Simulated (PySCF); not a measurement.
C$_{3}$H$_{10}$Si, SMILES `C[SiH](C)C`.

Method: ωB97X/def2-TZVP; geometry: GFN2-xTB; program: PySCF. No frequency check shows the geometry to be a minimum.

The calculation's input:

```python
import numpy as np
from pyscf import gto, scf, dft
from pyscf.scf import atom_ks, atom_hf
from scipy.linalg import block_diag

def solve(mol, dm0=None, hcore=None):
    mf = (dft.UKS if mol.spin else dft.RKS)(mol, xc='wb97x')
    mf.grids.level = 3
    mf = mf.density_fit(auxbasis='def2-universal-jkfit')
    mf.conv_tol, mf.max_cycle = 1e-8, 80
    if hcore is not None:
        mf.get_hcore = lambda *args: hcore
    mf.kernel(dm0)
    if not mf.converged:
        mf = mf.newton().run(mf.mo_coeff, mf.mo_occ, max_cycle=30)
    assert mf.converged, 'SCF not converged'
    return mf

mol = gto.M(atom='''
C     -1.71635    -0.52525    -0.23339
Si    -0.00009    -0.00006     0.40007
C      1.31304    -1.22383    -0.23315
C      0.40332     1.74900    -0.23307
H     -1.97690    -1.52086     0.11278
H     -1.75481    -0.53568    -1.31921
H     -2.48943     0.15406     0.11299
H     -0.00061    -0.00032     1.87535
H      2.30549    -0.95166     0.11310
H      1.34320    -1.25009    -1.31897
H      1.11122    -2.23299     0.11302
H      0.41354     1.78772    -1.31888
H     -0.32865     2.47239     0.11322
H      1.37814     2.07880     0.11335
''', basis='def2-tzvp', charge=0, spin=0, verbose=4)
mf = solve(mol)
mf.analyze()
# spherically averaged free atoms, for the promolecule
atm = atom_ks.get_atm_nrks(mol, xc='wb97x')
pro = block_diag(*[(atm[a[0]][2] * atm[a[0]][3]) @ atm[a[0]][2].T for a in mol._atom])
np.savez('result.npz', e=mf.e_tot, c=mf.mo_coeff, occ=mf.mo_occ, eps=mf.mo_energy, pro=pro, dip=mf.dip_moment(verbose=0), s2=mf.spin_square()[0])
```

Run with:

```sh
OMP_NUM_THREADS=1 python input.py
```

The run took 20 s on 1 thread of Intel(R) Xeon(R) Platinum 8375C CPU @ 2.90GHz (Ice Lake), on a shared host, peak memory 0.76 GiB.

Partitions, critical points and surface values were worked out afterwards from this run's density.

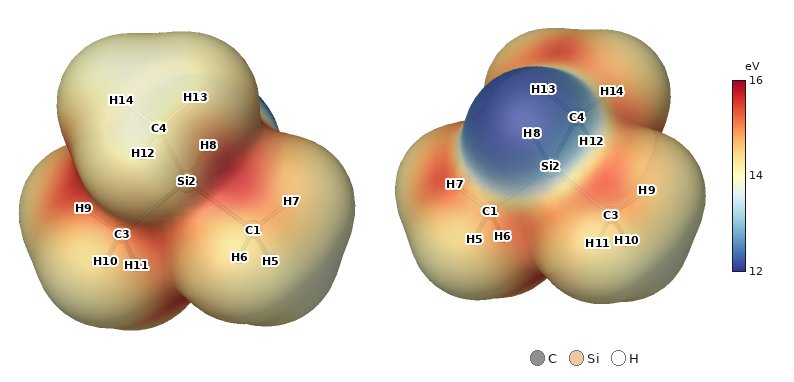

Average local ionisation energy on the surface of electron density 0.001 a.u. (back view left, front view right).

Q: Where are the most loosely bound electrons on this surface?

A: The lowest value is 12.1 eV, 1.5 Å from H8. Further minima include 13.8 eV, near H6 (1.87 Å), H7 (1.87 Å), H5 (1.91 Å) and C1 (1.99 Å), and at like points elsewhere. For comparison, the highest occupied orbital lies at −10.9 eV.

Q: What volume does the surface enclose, and what is the dipole moment?

A: About 131 Å³; the dipole moment is 0.4 D.
